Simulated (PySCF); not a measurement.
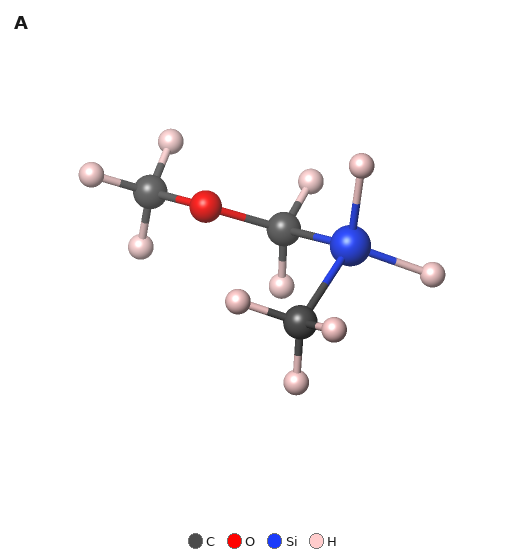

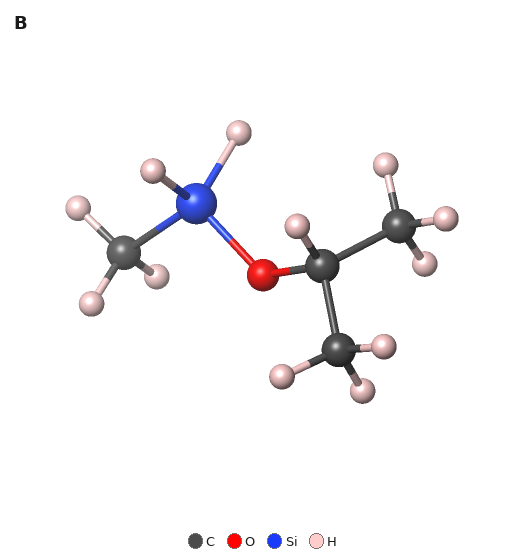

Two related species, optimised with PBE0-D3(BJ)/def2-SVP; properties computed with PySCF 2.14.0. Both: charge 0, singlet.

### What are A and B?

A is C3H10OSi (COC[SiH2]C), B is C4H12OSi (C[SiH2]OC(C)C).

Compare them. With ωB97X-D/def2-SVPD: dipole moment (D), HOMO–LUMO gap (eV), HOMO energy (Kohn–Sham orbital) (eV), lowest vertical singlet excitation (eV), mean static polarisability (bohr³). With PBE0-D3(BJ)/def2-SVP: mean Si–C length (Å), mean Si–H length (Å).

| quantity | A | B |
| --- | --- | --- |
| dipole moment (D) | 1.22 | 0.38 |
| HOMO–LUMO gap (eV) | 11.78 | 12.04 |
| HOMO energy (Kohn–Sham orbital) (eV) | −9.51 | −9.74 |
| lowest vertical singlet excitation (eV) | 7.36 | 7.52 |
| mean static polarisability (bohr³) | 71.3 | 81.0 |
| mean Si–C length (Å) | 1.886 | 1.863 |
| mean Si–H length (Å) | 1.497 | 1.500 |

Each is one conformer, and no frequency run is at hand to confirm it as a minimum.
